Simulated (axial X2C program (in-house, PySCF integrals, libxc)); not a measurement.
**SbH⁺: from the state search to constants**

Aim: find the lowest determinant of SbH⁺, scan the bond at several levels and fit the constants, once spin-free and once with spin–orbit coupling.

Method: all-electron X2C, Sb dyall-cv3z, H dyall-v3z; program: an in-house X2C program for linear molecules on PySCF integrals.

All values are calculated.

### 1 The job

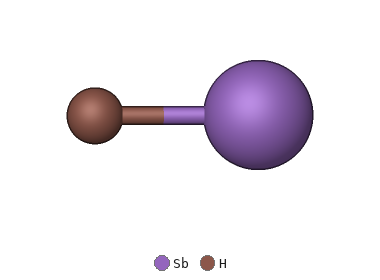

The two atoms at 1.720 Å (antimony purple, hydrogen brown).

task.json

```json
{"zs": [51, 1], "q": 1, "bas": ["dyall-cv3z", "dyall-v3z"], "levels": ["PBE0", "HF", "r2SCAN0"], "cc": true, "r0": 1.72, "thr": -2.0, "nmax": 90, "npts": 10, "nst": 2, "ntry": 6}
```

Keys: zs atomic numbers; q charge; bas basis sets; levels methods (HF also brings MP2); cc coupled cluster on or off; r0 starting distance in Å; thr threshold in hartree for freezing inner shells (an s shell follows its p shell); nmax most natural virtual spinors; npts points asked for on the curve; nst determinants followed; ntry starts of the search.

The run is started by

```bash
$ python so2c.py task.json out
```

Spin-free means the one-electron spin-free X2C Hamiltonian; two-component (2c) means X2C with spin–orbit coupling and atomic mean-field two-electron Coulomb and Gaunt terms. Basis: Sb dyall-cv3z contracted to [11s12p8d4f1g], H dyall-v3z contracted to [6s2p1d]; Gaussian nuclei, density fitting. Masses: Sb 120.904 u, H 1.008 u.

Notation: σ, π±, δ± give the projection m of an orbital's angular momentum (0, ±1, ±2), α and β its spin, Λ and M_S the sums; ω is the projection of a spinor's total angular momentum and Ω the sum. Logs are in hartree.

The results follow Hamiltonian by Hamiltonian and level by level.

### 2 Which state to follow

Determinants are compared with PBE0 at 1.720 Å.

Spin-free determinants:

```tsv
ΔE (eV)	state	open shells
0.00	M_S = 1/2, Λ = 1	beyond closed shells: π+α
1.86	M_S = 3/2, Λ = 0	beyond closed shells: σα, π+α, π-α
2.41	M_S = 1/2, Λ = 0	beyond closed shells: σβ, π+α, π-α
3.09	M_S = 1/2, Λ = 2	beyond closed shells: σα, π+α, π+β
3.09	M_S = 1/2, Λ = 0	beyond closed shells: σα, π+β, π-α
```

Two-component determinants:

| ΔE (eV) | state | open shells |
| --- | --- | --- |
| 0.00 | Ω = 1/2 | excess of +ω over −ω: ω = 1/2 |
| 0.45 | Ω = 3/2 | excess of +ω over −ω: ω = 3/2 |
| 2.66 | Ω = 1/2 | excess of +ω over −ω: 2 × ω = -1/2, ω = 3/2 |
| 3.34 | Ω = 5/2 | excess of +ω over −ω: 2 × ω = 1/2, ω = 3/2 |
| 3.80 | Ω = 1/2 | excess of +ω over −ω: ω = 1/2 |

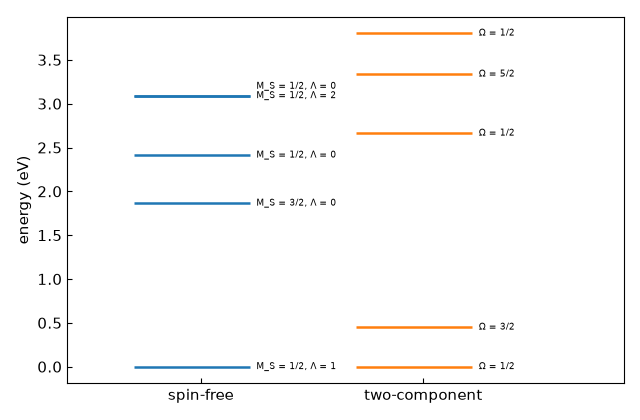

The determinants found, each set from its own lowest.

### 3 PBE0, spin-free

State followed: M_S = 1/2, Λ = 1 (beyond closed shells: π+α). The scan is laid around 1.716 Å, a first estimate of the minimum, and this SCF restarts from the orbitals of the search.

The SCF at the reference distance of 1.716 Å:

```text
spin-free X2C-1e  PBE0
basis functions 141  fitting functions 745  grid points 5071
iter        total energy     max residual
   1      -6480.731635572     2.86e-01
   2      -6480.735218951     5.53e-04
   3      -6480.735220438     1.19e-04
   4      -6480.735220523     8.40e-05
   5      -6480.735220571     6.26e-06
   6      -6480.735220572     4.77e-06
converged
one-electron -8916.60026829  Coulomb 2592.04139472  exact exchange -42.35963801  xc functional -129.54400372  nuclear repulsion 15.72729473
```

Along the bond, energies from the lowest point:

| R (Å) | E (eV) | μ (D) | HOMO (eV) | LUMO (eV) | iterations |
| --- | --- | --- | --- | --- | --- |
| 1.493 | 0.4830 | 0.63 | -13.55 | -11.50 | 15 |
| 1.562 | 0.2060 | 0.55 | -13.54 | -11.49 | 10 |
| 1.613 | 0.0833 | 0.50 | -13.53 | -11.48 | 9 |
| 1.665 | 0.0181 | 0.45 | -13.52 | -11.47 | 9 |
| 1.716 | 0.0000 | 0.41 | -13.51 | -11.46 | 6 |
| 1.776 | 0.0267 | 0.37 | -13.50 | -11.46 | 9 |
| 1.836 | 0.0937 | 0.33 | -13.50 | -11.45 | 10 |
| 1.913 | 0.2249 | 0.30 | -13.49 | -11.45 | 10 |
| 2.008 | 0.4335 | 0.27 | -13.49 | -11.44 | 11 |
| 2.145 | 0.7925 | 0.26 | -13.48 | -11.43 | 11 |

Dipoles are positive if H is the positive end and refer to the centre of mass.

Outer orbitals at the reference distance:

```
symmetry  occupied  ε (eV)             atomic character
      σα       yes  -23.00    75% Sb s, 19% H s, 5% H p
      σβ       yes  -22.03    72% Sb s, 22% H s, 5% H p
      σα       yes  -15.84  54% Sb p, 33% H s, 10% Sb s
      σβ       yes  -15.58  52% Sb p, 32% H s, 13% Sb s
     π+α       yes  -13.51             97% Sb p, 2% H p
     π-α        no  -11.46             97% Sb p, 2% H p
     π-β        no  -10.41             97% Sb p, 3% H p
     π+β        no  -10.41             97% Sb p, 3% H p
      σα        no   -6.12  30% Sb d, 28% Sb p, 23% H s
```

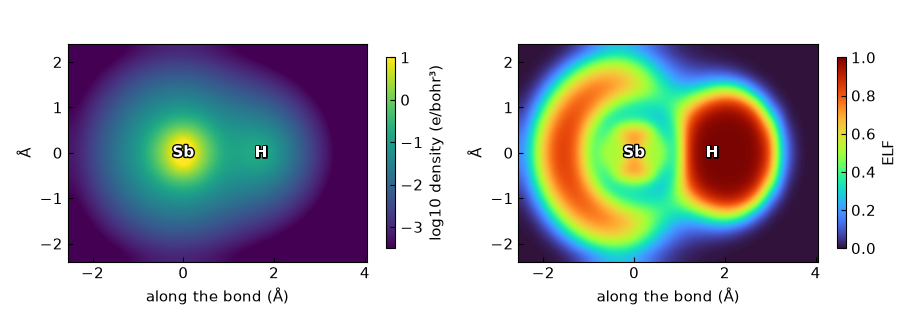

PBE0 fields in a plane through the axis, from a grid of 0.3 Å; Sb lies at z = 0 and H at z = 1.716 Å; the ELF is damped to zero where the density is low.

Re = 1.713 Å, ωe = 1989 cm⁻¹, ωexe = 27.2 cm⁻¹, Be = 5.749 cm⁻¹, De = 2.69 eV, μ = 0.41 D.

### 4 HF, spin-free

The SCF at the reference distance of 1.716 Å:

```text
spin-free X2C-1e  HF
basis functions 141  fitting functions 745  grid points 5071
iter        total energy     max residual
   1      -6478.270130893     3.37e-01
   2      -6478.288007147     7.54e-03
   3      -6478.288489742     6.29e-03
   4      -6478.288523471     1.02e-03
   5      -6478.288528849     2.95e-04
   6      -6478.288529441     1.49e-04
   7      -6478.288529540     3.81e-05
   8      -6478.288529559     2.19e-05
   9      -6478.288529572     2.38e-05
  10      -6478.288529576     7.83e-06
  11      -6478.288529577     2.70e-06
converged
one-electron -8915.68668837  Coulomb 2591.17174987  exact exchange -169.50088580  xc functional 0.00000000  nuclear repulsion 15.72729473
```

Re = 1.695 Å, ωe = 2110 cm⁻¹, ωexe = 24.8 cm⁻¹, Be = 5.872 cm⁻¹, De = 1.70 eV, μ = 0.48 D.

### 5 r2SCAN0, spin-free

Output at 1.716 Å:

```text
spin-free X2C-1e  r2SCAN0
basis functions 141  fitting functions 745  grid points 5071
iter        total energy     max residual
   1      -6481.061848978     1.30e-01
   2      -6481.063955641     1.81e-03
   3      -6481.063968135     2.08e-03
   4      -6481.063977565     3.42e-04
   5      -6481.063977703     4.44e-05
   6      -6481.063977720     1.74e-05
   7      -6481.063977722     5.83e-06
converged
one-electron -8916.45935773  Coulomb 2591.91718696  exact exchange -42.36544275  xc functional -129.88365893  nuclear repulsion 15.72729473
```

Re = 1.704 Å, ωe = 2027 cm⁻¹, ωexe = 27.4 cm⁻¹, Be = 5.809 cm⁻¹, De = 2.62 eV, μ = 0.45 D.

### 6 MP2 and beyond, spin-free

Correlated methods: 15 electrons correlated (frozen shells, counted by type: Sb 4 s, 3 p, 1 d; H none), 191 virtual spinors in MP2, 90 natural virtuals in coupled cluster.

Output of the correlated part at 1.716 Å:

```text
correlated 15  virtual 191  natural virtual 90  E(MP2) -0.557882853  MP2 remainder -0.027893093
iter   CCSD correlation   residual
   1     -0.492044456   1.11e-01
   2     -0.503920966   3.67e-02
   3     -0.504468190   1.36e-02
   4     -0.504481809   3.02e-03
   5     -0.504503307   6.77e-04
   6     -0.504500902   2.70e-04
   7     -0.504500616   8.88e-05
   8     -0.504501022   2.35e-05
   9     -0.504500758   6.16e-06
  10     -0.504500809   2.22e-06
  11     -0.504500810   8.05e-07
(T) -0.012894449  T1 0.0150  D1 0.0455  max T2 0.105
```

T1 in the output is the amplitude norm over the root of the electron number; divide by √2 for the Lee–Taylor value.

MP2: Re = 1.692 Å, ωe = 2061 cm⁻¹, Be = 5.894 cm⁻¹, De = 2.48 eV.

CCSD: Re = 1.702 Å, ωe = 2005 cm⁻¹, ωexe = 30.8 cm⁻¹, Be = 5.821 cm⁻¹, De = 2.72 eV. T1 at Re = 0.011 (Lee–Taylor, the printed value over √2).

CCSD(T): Re = 1.706 Å, ωe = 1981 cm⁻¹, ωexe = 32.2 cm⁻¹, Be = 5.797 cm⁻¹, De = 2.74 eV. T1 at Re = 0.011 (Lee–Taylor, the printed value over √2).

### 7 A higher determinant, spin-free

State: M_S = 3/2, Λ = 0 (beyond closed shells: σα, π+α, π-α).

Output at the reference distance:

```text
spin-free X2C-1e  PBE0
basis functions 141  fitting functions 745  grid points 5071
iter        total energy     max residual
   1      -6480.663217968     3.33e-01
   2      -6480.666552341     5.41e-04
   3      -6480.666553541     4.65e-04
   4      -6480.666554561     8.95e-05
   5      -6480.666554614     2.86e-05
   6      -6480.666554622     9.82e-06
converged
one-electron -8916.79268159  Coulomb 2592.32088044  exact exchange -42.36975724  xc functional -129.55229097  nuclear repulsion 15.72729473
```

| R (Å) | E above the lowest PBE0 point (eV) |
| --- | --- |
| 1.493 | 2.462 |
| 1.562 | 2.177 |
| 1.613 | 2.034 |
| 1.665 | 1.934 |
| 1.716 | 1.868 |
| 1.776 | 1.824 |
| 1.836 | 1.805 |
| 1.913 | 1.805 |
| 2.008 | 1.829 |

Re = 1.873 Å, ωe = 1015 cm⁻¹, ωexe = 63.1 cm⁻¹, Be = 4.809 cm⁻¹, μ = 1.39 D. Te = 1.80 eV.

### 8 The spin-free curves together

Energy (eV) of the followed determinant, spin-free, from each level's lowest point:

| R (Å) | PBE0 | HF | MP2 | CCSD | CCSD(T) | r2SCAN0 |
| --- | --- | --- | --- | --- | --- | --- |
| 1.493 | 0.483 | 0.440 | 0.407 | n/a | n/a | 0.455 |
| 1.562 | 0.206 | 0.171 | 0.154 | 0.178 | 0.185 | 0.186 |
| 1.613 | 0.083 | 0.058 | 0.049 | 0.066 | 0.070 | 0.070 |
| 1.665 | 0.018 | 0.004 | 0.001 | 0.010 | 0.012 | 0.011 |
| 1.716 | 0.000 | 0.000 | 0.000 | 0.000 | 0.000 | 0.000 |
| 1.776 | 0.027 | 0.045 | 0.045 | 0.035 | 0.032 | 0.035 |
| 1.836 | 0.094 | 0.132 | 0.129 | 0.109 | 0.101 | 0.110 |
| 1.913 | 0.225 | 0.292 | 0.281 | 0.245 | 0.232 | 0.251 |
| 2.008 | 0.434 | 0.534 | 0.517 | n/a | n/a | 0.471 |
| 2.145 | 0.792 | 0.903 | 0.997 | n/a | n/a | 0.845 |

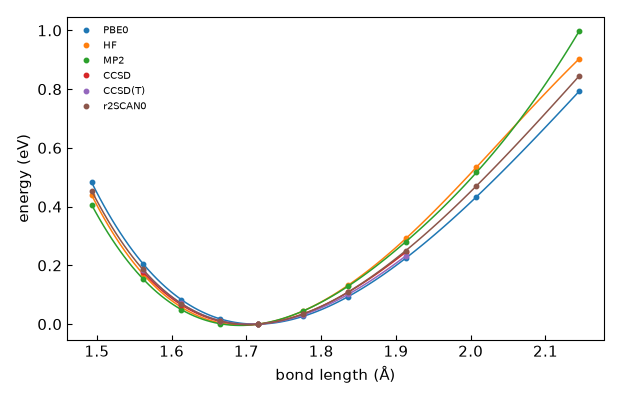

Curves of the followed state, spin-free, each from its own lowest point.

### 9 PBE0, 2c

State followed: Ω = 1/2 (excess of +ω over −ω: ω = 1/2). The scan is laid around 1.716 Å, a first estimate of the minimum, and this SCF restarts from the orbitals of the search.

The SCF at the reference distance of 1.716 Å:

```text
two-component X2C + atomic mean field  PBE0
basis functions 141  fitting functions 745  grid points 5071
iter        total energy     max residual
   1      -6478.013894165     2.45e-01
   2      -6478.017484085     5.48e-04
   3      -6478.017485587     8.47e-05
   4      -6478.017485624     5.82e-05
   5      -6478.017485659     6.94e-06
   6      -6478.017485659     3.64e-06
converged
one-electron -8908.87951017  Coulomb 2590.71593501  exact exchange -42.33442748  xc functional -129.47152141  nuclear repulsion 15.72729473  atomic mean-field constant -3.77525634
```

Along the bond, energies from the lowest point:

| R (Å) | E (eV) | μ (D) | HOMO (eV) | LUMO (eV) | iterations |
| --- | --- | --- | --- | --- | --- |
| 1.493 | 0.4861 | 0.63 | -13.72 | -11.22 | 15 |
| 1.562 | 0.2087 | 0.56 | -13.70 | -11.21 | 10 |
| 1.613 | 0.0853 | 0.50 | -13.69 | -11.20 | 10 |
| 1.665 | 0.0192 | 0.46 | -13.69 | -11.19 | 9 |
| 1.716 | 0.0000 | 0.41 | -13.68 | -11.18 | 6 |
| 1.776 | 0.0252 | 0.37 | -13.67 | -11.18 | 9 |
| 1.836 | 0.0906 | 0.33 | -13.66 | -11.17 | 9 |
| 1.913 | 0.2193 | 0.29 | -13.66 | -11.17 | 10 |
| 2.008 | 0.4243 | 0.26 | -13.65 | -11.16 | 10 |
| 2.145 | 0.7767 | 0.26 | -13.64 | -11.15 | 11 |

Dipoles are positive if H is the positive end and refer to the centre of mass.

Outer spinors at the reference distance:

```json
{"ω": "-1/2", "occupied": "yes", "ε (eV)": "-22.94", "atomic character": "75% Sb s, 19% H s, 5% H p", "λ mixture": "100% σ"}
{"ω": "1/2", "occupied": "yes", "ε (eV)": "-21.98", "atomic character": "72% Sb s, 22% H s, 5% H p", "λ mixture": "100% σ"}
{"ω": "-1/2", "occupied": "yes", "ε (eV)": "-15.82", "atomic character": "54% Sb p, 32% H s, 10% Sb s", "λ mixture": "99% σ, 1% π"}
{"ω": "1/2", "occupied": "yes", "ε (eV)": "-15.59", "atomic character": "53% Sb p, 31% H s, 13% Sb s", "λ mixture": "98% σ, 2% π"}
{"ω": "1/2", "occupied": "yes", "ε (eV)": "-13.68", "atomic character": "96% Sb p, 2% H p", "λ mixture": "98% π, 2% σ"}
{"ω": "-3/2", "occupied": "no", "ε (eV)": "-11.18", "atomic character": "97% Sb p, 2% H p", "λ mixture": "100% π"}
{"ω": "-1/2", "occupied": "no", "ε (eV)": "-10.58", "atomic character": "96% Sb p, 3% H p", "λ mixture": "99% π, 1% σ"}
{"ω": "3/2", "occupied": "no", "ε (eV)": "-10.15", "atomic character": "97% Sb p, 3% H p", "λ mixture": "100% π"}
{"ω": "-1/2", "occupied": "no", "ε (eV)": "-6.07", "atomic character": "30% Sb d, 28% Sb p, 23% H s", "λ mixture": "100% σ"}
```

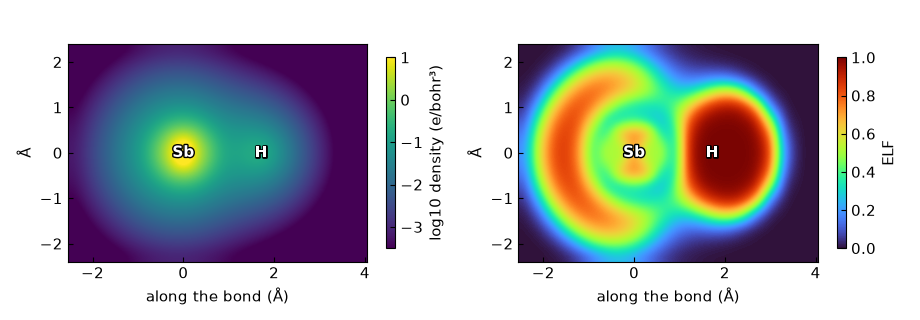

PBE0 fields in a plane through the axis, from a grid of 0.3 Å; Sb lies at z = 0 and H at z = 1.716 Å; the ELF is damped to zero where the density is low.

Re = 1.714 Å, ωe = 1979 cm⁻¹, ωexe = 27.6 cm⁻¹, Be = 5.738 cm⁻¹, De = 2.82 eV, μ = 0.41 D.

### 10 HF, 2c

Output at 1.716 Å:

```text
two-component X2C + atomic mean field  HF
basis functions 141  fitting functions 745  grid points 5071
iter        total energy     max residual
   1      -6475.549246701     3.87e-01
   2      -6475.567124992     7.57e-03
   3      -6475.567617774     7.37e-03
   4      -6475.567653274     1.14e-03
   5      -6475.567658946     3.53e-04
   6      -6475.567659561     1.75e-04
   7      -6475.567659651     2.58e-05
   8      -6475.567659664     1.95e-05
   9      -6475.567659671     1.84e-05
  10      -6475.567659673     5.25e-06
  11      -6475.567659673     1.90e-06
converged
one-electron -8907.96128534  Coulomb 2589.84133642  exact exchange -169.39974914  xc functional 0.00000000  nuclear repulsion 15.72729473  atomic mean-field constant -3.77525634
```

Re = 1.696 Å, ωe = 2099 cm⁻¹, Be = 5.864 cm⁻¹, De = 1.79 eV, μ = 0.48 D.

### 11 r2SCAN0, 2c

Output at 1.716 Å:

```text
two-component X2C + atomic mean field  r2SCAN0
basis functions 141  fitting functions 745  grid points 5071
iter        total energy     max residual
   1      -6478.339027093     1.30e-01
   2      -6478.341161790     1.85e-03
   3      -6478.341175519     2.17e-03
   4      -6478.341185554     4.01e-04
   5      -6478.341185730     4.55e-05
   6      -6478.341185753     2.11e-05
   7      -6478.341185756     9.29e-06
converged
one-electron -8908.73031362  Coulomb 2590.58324282  exact exchange -42.34017373  xc functional -129.80597961  nuclear repulsion 15.72729473  atomic mean-field constant -3.77525634
```

Re = 1.705 Å, ωe = 2017 cm⁻¹, ωexe = 27.7 cm⁻¹, Be = 5.8 cm⁻¹, De = 2.79 eV, μ = 0.45 D.

### 12 MP2 and beyond, 2c

Correlated methods: 15 electrons correlated (frozen shells, counted by type: Sb 4 s, 3 p, 1 d; H none), 191 virtual spinors in MP2, 90 natural virtuals in coupled cluster.

Output of the correlated part at 1.716 Å:

```text
correlated 15  virtual 191  natural virtual 90  E(MP2) -0.557737916  MP2 remainder -0.027745184
iter   CCSD correlation   residual
   1     -0.491966643   1.10e-01
   2     -0.503769218   3.61e-02
   3     -0.504295396   1.33e-02
   4     -0.504309088   3.01e-03
   5     -0.504330839   7.67e-04
   6     -0.504328392   3.66e-04
   7     -0.504328138   1.60e-04
   8     -0.504328565   7.06e-05
   9     -0.504328189   3.50e-05
  10     -0.504328207   1.42e-05
(T) -0.012829994  T1 0.0148  D1 0.0454  max T2 0.102
```

MP2: Re = 1.693 Å, ωe = 2053 cm⁻¹, Be = 5.885 cm⁻¹, De = 2.56 eV.

CCSD: Re = 1.703 Å, ωe = 1996 cm⁻¹, ωexe = 30.9 cm⁻¹, Be = 5.812 cm⁻¹, De = 2.59 eV. T1 at Re = 0.010 (Lee–Taylor, the printed value over √2).

CCSD(T): Re = 1.707 Å, ωe = 1972 cm⁻¹, ωexe = 32.2 cm⁻¹, Be = 5.788 cm⁻¹, De = 2.53 eV. T1 at Re = 0.010 (Lee–Taylor, the printed value over √2).

### 13 A higher determinant, 2c

State: Ω = 3/2 (excess of +ω over −ω: ω = 3/2).

Output at the reference distance:

```text
two-component X2C + atomic mean field  PBE0
basis functions 141  fitting functions 745  grid points 5071
iter        total energy     max residual
   1      -6477.997364186     2.45e-01
   2      -6478.000943504     5.38e-04
   3      -6478.000944987     1.18e-04
   4      -6478.000945038     6.90e-05
   5      -6478.000945079     8.03e-06
   6      -6478.000945080     4.66e-06
converged
one-electron -8908.60802583  Coulomb 2590.45404781  exact exchange -42.33278881  xc functional -129.46621664  nuclear repulsion 15.72729473  atomic mean-field constant -3.77525634
```

| R (Å) | E above the lowest PBE0 point (eV) |
| --- | --- |
| 1.493 | 0.932 |
| 1.562 | 0.656 |
| 1.613 | 0.533 |
| 1.665 | 0.468 |
| 1.716 | 0.450 |
| 1.776 | 0.476 |
| 1.836 | 0.542 |
| 1.913 | 0.672 |
| 2.008 | 0.878 |

Re = 1.713 Å, ωe = 1981 cm⁻¹, ωexe = 27.9 cm⁻¹, Be = 5.746 cm⁻¹, μ = 0.46 D. Te = 0.45 eV.

### 14 The 2c curves together

Energy (eV) of the followed determinant, 2c, from each level's lowest point:

| R (Å) | PBE0 | HF | MP2 | CCSD | CCSD(T) | r2SCAN0 |
| --- | --- | --- | --- | --- | --- | --- |
| 1.493 | 0.486 | 0.443 | 0.410 | n/a | n/a | 0.458 |
| 1.562 | 0.209 | 0.173 | 0.157 | 0.180 | 0.187 | 0.189 |
| 1.613 | 0.085 | 0.059 | 0.051 | 0.067 | 0.072 | 0.072 |
| 1.665 | 0.019 | 0.005 | 0.002 | 0.011 | 0.013 | 0.012 |
| 1.716 | 0.000 | 0.000 | 0.000 | 0.000 | 0.000 | 0.000 |
| 1.776 | 0.025 | 0.044 | 0.044 | 0.034 | 0.030 | 0.033 |
| 1.836 | 0.091 | 0.129 | 0.126 | 0.106 | 0.099 | 0.107 |
| 1.913 | 0.219 | 0.286 | 0.276 | 0.241 | 0.228 | 0.245 |
| 2.008 | 0.424 | 0.522 | 0.513 | n/a | n/a | 0.462 |
| 2.145 | 0.777 | 0.871 | 0.987 | n/a | n/a | 0.829 |

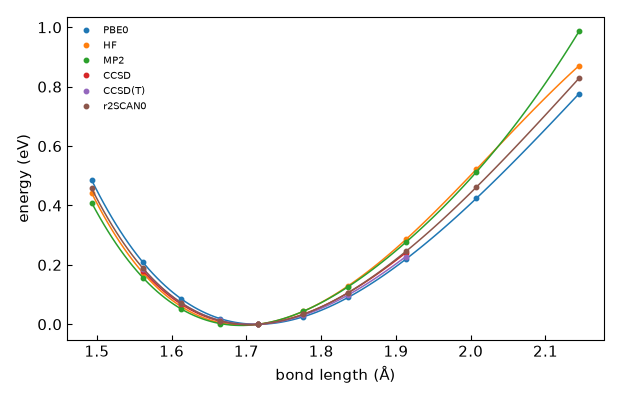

Curves of the followed state, 2c, each from its own lowest point.

The whole job took 2.9 min on 1 thread of Arm Neoverse V1, shared host; peak memory 0.9 GiB.

### 15 Constants

Lowest determinant that the search found at its distance, spin-free: M_S = 1/2, Λ = 1 (beyond closed shells: π+α).

Lowest determinant that the search found at its distance, 2c: Ω = 1/2 (excess of +ω over −ω: ω = 1/2).

```tsv
Hamiltonian	level	Re (Å)	ωe (cm⁻¹)	De (eV)	μ (D)
spin-free	PBE0	1.713	1989	2.69	0.41
spin-free	HF	1.695	2110	1.70	0.48
spin-free	MP2	1.692	2061	2.48	n/a
spin-free	CCSD	1.702	2005	2.72	n/a
spin-free	CCSD(T)	1.706	1981	2.74	n/a
spin-free	r2SCAN0	1.704	2027	2.62	0.45
2c	PBE0	1.714	1979	2.82	0.41
2c	HF	1.696	2099	1.79	0.48
2c	MP2	1.693	2053	2.56	n/a
2c	CCSD	1.703	1996	2.59	n/a
2c	CCSD(T)	1.707	1972	2.53	n/a
2c	r2SCAN0	1.705	2017	2.79	0.45
```

Dipoles are positive if H is the positive end and refer to the centre of mass.

Time per point (s) on 1 thread of Arm Neoverse V1, shared host (2c runs; CCSD comes with the CCSD(T) run); the times are rough: PBE0 0.37, HF 0.28, MP2 0.45, CCSD(T) 5.9, r2SCAN0 0.58.

**Reading.** At CCSD(T), going from spin-free to two-component changes Re by +1 mÅ, ωe by -0.4 %; the spin-free picture holds up (part of it comes from the scalar share of the two-electron terms). De moves by -0.21 eV; both De rest on single-determinant atoms, which can miss part of an open shell's spin–orbit lowering.

De refers to Sb+ + H, each in the lowest determinant found, which need not be this curve's own limit. The state is a single determinant with fixed occupations, the lowest that a limited PBE0 search found. De is counted from the lowest determinant-based energies of the atoms at the same level, without counterpoise correction. Density functionals use the spin component along the axis (collinear). CCSD and (T) use frozen natural virtuals with an MP2 correction for the truncation. The meta-GGAs lack a current-density term, which matters for open shells with orbital currents, atoms included.
